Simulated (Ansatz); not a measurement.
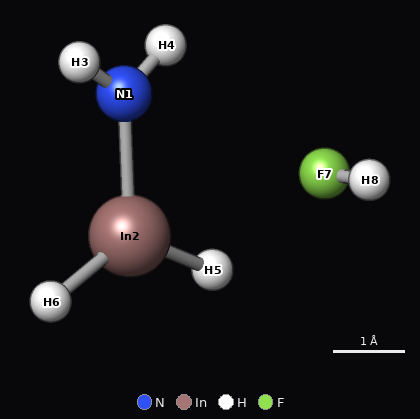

Fig. 1: The structure (ball-and-stick view, seen at a tilt; atoms are numbered from 1 in the order of the input). Sticks mark near contacts. Bond lengths as drawn: F–H 0.92 Å, H–In 1.72 Å, H–N 1.01 Å and In–N 2.04 Å.

## What a change does: single-point calculation on InNH5F

System: InNH5F.
Method of run 1: RKS B3LYP-D4/def2-SVPD (Ansatz 0.2.0).

Text and figures count atoms from 1; the logs count them from 0 in places.

**Input file, run 1**
```yaml
crystal:
  periodic: [false, false, false]
  atoms:
    - { symbol: "N", position_ang: [-1.068453, 3.2e-05, 2.0e-06] }
    - { symbol: In, position_ang: [0.9726, 0.0, 0.0] }
    - { symbol: H, position_ang: [-1.639201, -0.835913, 0.000178] }
    - { symbol: H, position_ang: [-1.639225, 0.835961, -0.000179] }
    - { symbol: H, position_ang: [1.687225, 1.566115, 9.5e-05] }
    - { symbol: H, position_ang: [1.687054, -1.566195, -9.5e-05] }
    - { symbol: F, position_ang: [0.0, 1.3, 2.7] }
    - { symbol: H, position_ang: [0.0, 1.3, 3.624534] }
basis:
  gaussian: { orbitals: def2-SVPD }
hamiltonian:
  xc: { name: B3LYP }
  dispersion: d4
output:
  forces: true
```

Launched with:
```bash
ansatz run input.yaml --threads 1 --pin off --max-ram 2560MiB --backend cpu --events-out ev --progress --plain --runs-dir out
```

Hardware: 1 thread of Intel Xeon @ 2.50GHz (Skylake/Cascade Lake), 128 GiB of memory available, shared host.

**Output (run 1)**
```
Engine: ansatz 0.2.0, x86_64-unknown-linux-gnu
Functional definition: B3LYP
  parameter a0 = 0.2
  parameter ax = 0.72
  parameter ac = 0.81
  exchange = (1 - a0 - ax)*slater_x + ax*b88_x + a0*exact_x
  correlation = (1 - ac)*vwn_rpa_c + ac*lyp_c
1236 factors; integrals over basis functions are off by at most 1.1e-3 eV
mean field evaluation 1: about -9451.3706 eV, gradient 6.8e1 eV
mean field evaluation 2: about -9402.8803 eV, gradient 1.3e2 eV
mean field evaluation 4: about -9460.5035 eV, gradient 1.3e1 eV
mean field evaluation 8: about -9460.7817 eV, gradient 3.7e-1 eV
mean field evaluation 16: about -9460.7820 eV, gradient 6.2e-5 eV
mean field -9460.78195683 eV, -347.6773241651 hartree, gradient 6.2e-5 eV, S^2 0.000000; 0 other end points of the search recorded, 0 dependent functions left out
the calculation of the forces begins
reference -9460.78225106 eV, -347.6773349778 hartree; 21, 21 occupied and 94, 94 virtual orbitals, 1236 factors
Total energy: -9460.94383478 eV, -347.6832730701 hartree
Atom 0 at    -1.068453     0.000032     0.000002 Å, force    -0.047201    -0.088439    -0.107021 eV/Å
Atom 1 at     0.972600     0.000000     0.000000 Å, force    -0.087208     0.127232     0.103820 eV/Å
Atom 2 at    -1.639201    -0.835913     0.000178 Å, force     0.004662     0.011637    -0.032967 eV/Å
Atom 3 at    -1.639225     0.835961    -0.000179 Å, force     0.026674    -0.004818     0.016012 eV/Å
Atom 4 at     1.687225     1.566115     0.000095 Å, force     0.031395    -0.025418    -0.059326 eV/Å
Atom 5 at     1.687054    -1.566195    -0.000095 Å, force     0.015447    -0.028276     0.006073 eV/Å
Atom 6 at     0.000000     1.300000     2.700000 Å, force     0.054676    -0.005035     0.018634 eV/Å
Atom 7 at     0.000000     1.300000     3.624534 Å, force     0.001557     0.013116     0.054774 eV/Å
Dipole moment:    -0.053356     0.038834     0.456367 e Å
```

For run 2 the input was changed thus:
```diff
-    - { symbol: F, position_ang: [0.0, 1.3, 2.7] }
-    - { symbol: H, position_ang: [0.0, 1.3, 3.624534] }
+    - { symbol: F, position_ang: [1.3, 0.65, 2.7] }
+    - { symbol: H, position_ang: [1.3, 0.65, 3.624534] }
```

What does this change do to the results?

With the same method and basis, run 2 lies 1.4 kcal/mol lower.

**Output (run 2)**
```
Engine: ansatz 0.2.0, x86_64-unknown-linux-gnu
Functional definition: B3LYP
  parameter a0 = 0.2
  parameter ax = 0.72
  parameter ac = 0.81
  exchange = (1 - a0 - ax)*slater_x + ax*b88_x + a0*exact_x
  correlation = (1 - ac)*vwn_rpa_c + ac*lyp_c
1236 factors; integrals over basis functions are off by at most 1.1e-3 eV
mean field evaluation 1: about -9451.5911 eV, gradient 6.8e1 eV
mean field evaluation 2: about -9406.4808 eV, gradient 1.3e2 eV
mean field evaluation 4: about -9460.5726 eV, gradient 1.3e1 eV
mean field evaluation 8: about -9460.8423 eV, gradient 3.6e-1 eV
mean field evaluation 16: about -9460.8425 eV, gradient 3.6e-5 eV
mean field -9460.84254055 eV, -347.6795505759 hartree, gradient 3.6e-5 eV, S^2 0.000000; 0 other end points of the search recorded, 0 dependent functions left out
the calculation of the forces begins
reference -9460.84283505 eV, -347.6795613984 hartree; 21, 21 occupied and 94, 94 virtual orbitals, 1236 factors
Total energy: -9461.00391783 eV, -347.6854810815 hartree
Atom 0 at    -1.068453     0.000032     0.000002 Å, force    -0.105358    -0.031692    -0.020576 eV/Å
Atom 1 at     0.972600     0.000000     0.000000 Å, force     0.080506     0.099766     0.132106 eV/Å
Atom 2 at    -1.639201    -0.835913     0.000178 Å, force    -0.003697     0.014947    -0.013327 eV/Å
Atom 3 at    -1.639225     0.835961    -0.000179 Å, force     0.005638    -0.011289    -0.007964 eV/Å
Atom 4 at     1.687225     1.566115     0.000095 Å, force     0.006356    -0.015918    -0.139683 eV/Å
Atom 5 at     1.687054    -1.566195    -0.000095 Å, force     0.005584    -0.024146    -0.028332 eV/Å
Atom 6 at     1.300000     0.650000     2.700000 Å, force     0.039759     0.004950     0.014692 eV/Å
Atom 7 at     1.300000     0.650000     3.624534 Å, force    -0.028788    -0.036617     0.063084 eV/Å
Dipole moment:     0.002841     0.031716     0.514583 e Å
```

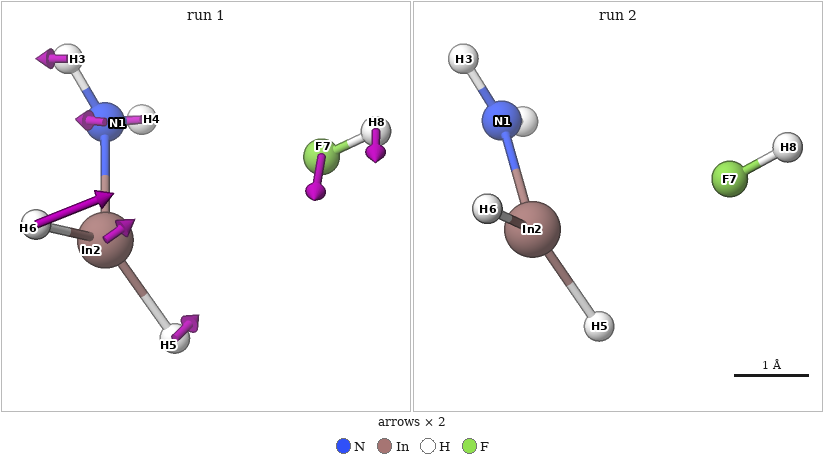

Fig. 2: The two input geometries at one scale (ball-and-stick view, seen at a tilt). The pink arrows on the first give the shifts of the atoms after the best rigid fit, magnified 2 times. H6 moves most after the best rigid fit: 0.58 Å. By element the largest moves are H 0.58 Å, F 0.57 Å, In 0.27 Å, N 0.27 Å.

**The two runs side by side**

| quantity | run 1 | run 2 |
| --- | --- | --- |
| outcome | converged | converged |
| total energy (hartree) | −347.683273 | −347.685481 |
| largest force (eV/Å) | 0.186 | 0.184 |
| basis functions | 115 | 115 |
| wall time (shared host) | 6.2 s | 6.2 s |
